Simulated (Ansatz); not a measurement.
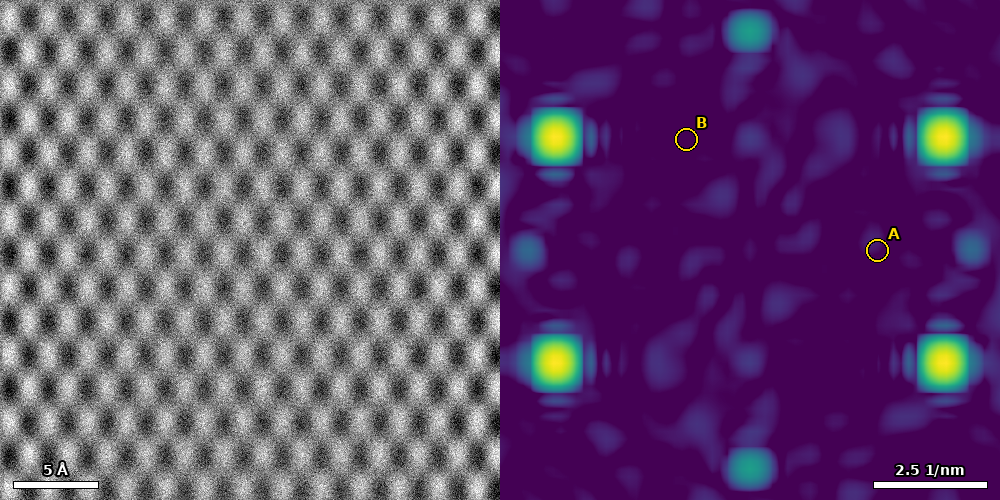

HRTEM-like image of LiAuBr$_{2}$ (R-3m, No. 166) along [001]. Simulated in the weak-phase-object approximation with neutral-atom potentials: 300 kV, Cs = 1.20 mm, defocus −583 Å (negative is underfocus), defocus spread 20 Å, aperture 0.49 1/Å. Shot noise was added. Structure: coordinates from a relaxation with DFT PBEsol, scalar-relativistic, plane waves, PAW (Ansatz 0.2.0); the starting structure was generated, so it need not be a known form of this composition.

The right panel is the modulus of the image's Fourier transform on a logarithmic scale.

a = 4.043 Å, b = 4.043 Å, c = 18.498 Å, α = 90.00°, β = 90.00°, γ = 120.00°

Index the marked spots and give their plane spacings (the zone axis points at the viewer; indices equivalent by symmetry, or all signs reversed, are as good).

Answer. A: (-1 1 0), d = 3.50 Å; B: (0 -1 0), d = 3.50 Å. A and B enclose 120°, and every spot obeys the zone law hu + kv + lw = 0 for [001].
